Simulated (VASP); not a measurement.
Band structure of MgO (rock salt). These are r2SCAN+rVV10, VASP's PBE PAW potentials (set 64) (plane waves; VASP) values and carry that method's errors.

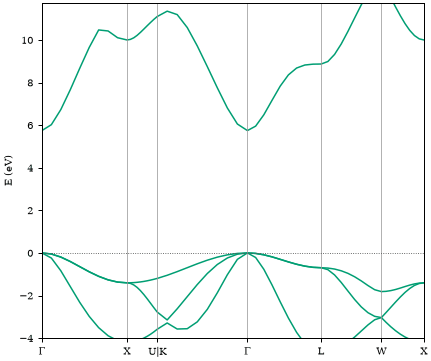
Figure. Bands along high-symmetry lines, zero at the valence-band maximum or, without a gap, the Fermi level

**Question.** Read the plot: is there a gap, and where are the band edges?

**Answer.** The gap is direct, 5.75 eV, from the valence maximum at Γ to the conduction minimum at Γ.

Measured: gap 8.36 eV (computed value off by -2.61 eV), as given by Wei Chen et al., Physical Review Materials (2018), doi:10.1103/physrevmaterials.2.073803 [zero-point renormalisation of 0.53 eV added back (the table's ZPR column)].

The compound is MgO in the rock salt structure. It was relaxed first.
